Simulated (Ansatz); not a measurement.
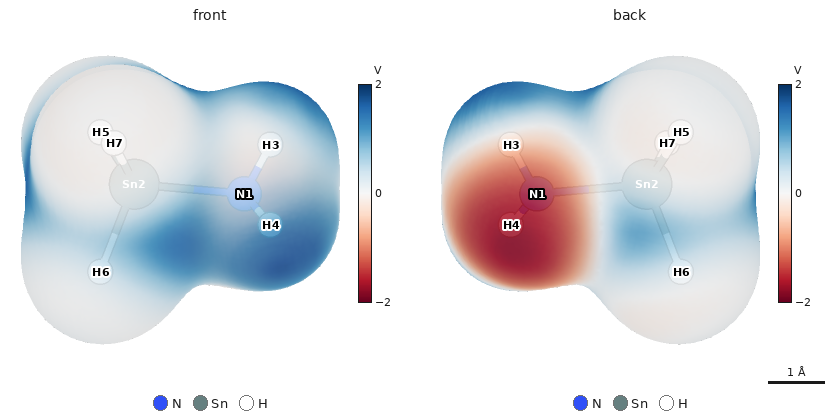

Figure 1: H5NSn (SMILES [NH2][SnH3]). The electrostatic potential painted on the density surface at 0.002 e/bohr³, seen from the front and from behind; red is negative and blue positive.

Geometry: PBE0-D4/def2-TZVP; core potentials replace the inner electrons of Sn.

Level of theory: RKS PBE0-D4/def2-TZVPP (Ansatz).

```xyz
7

N    -0.4996   -1.1833    0.1166
Sn    0.1368    0.7304   -0.1356
H    -0.0018   -1.8445   -0.4665
H    -0.4137   -1.5049    1.0727
H    -0.1158    1.0928   -1.7817
H    -0.8363    1.6844    0.8880
H     1.7917    0.9571    0.2609
```

Question: Where is the surface potential most negative and most positive?

Answer: The most negative region (about −1.7 V) lies over N1, the most positive (about +1.6 V) over Sn2, H3 and H4. N1 is the likeliest acceptor of a hydrogen bond.
